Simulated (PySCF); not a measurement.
Cd(SiMe3)(OSiH3), C3H12CdOSi2, SMILES C[Si](C)(C)[Cd][O][SiH3] at its GFN2-xTB optimised geometry (Å):

```
19

Cd    -0.7629    -0.9783     0.0000
Si     1.7526    -0.9783     0.0000
C      2.2211     0.0632    -1.5510
C      2.7027    -2.6536    -0.0416
C      2.2309    -0.0110     1.5957
H      3.2578     0.3879    -1.5375
H      2.0662    -0.4993    -2.4702
H      1.5943     0.9538    -1.5985
H      2.4642    -3.2280    -0.9315
H      2.4697    -3.2683     0.8224
H      3.7749    -2.4808    -0.0410
H      2.0850    -0.6169     2.4882
H      1.6039     0.8756     1.6909
H      3.2671     0.3156     1.5887
O     -1.5578     0.9928     0.0000
Si    -2.8995     1.8271    -0.0766
H     -2.5954     3.2683    -0.0936
H     -3.7749     1.5390     1.0863
H     -3.6651     1.4889    -1.3034
```

Computed with PBE0/def2-SVP, def2 effective core potentials past Kr (PySCF). The core electrons that the potentials of Cd replace are not part of the density. Cells within 0.4 Å of a nucleus heavier than hydrogen are left out (blank, or x).

Map of the electron localisation function on the plane z = 1.5 Å:

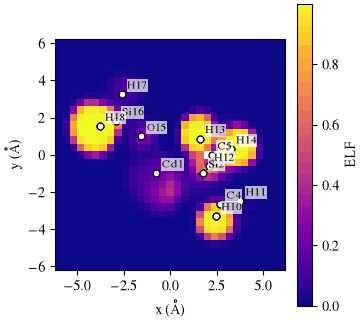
Fig. 1. Electron localisation function on the plane z = 1.5 Å.
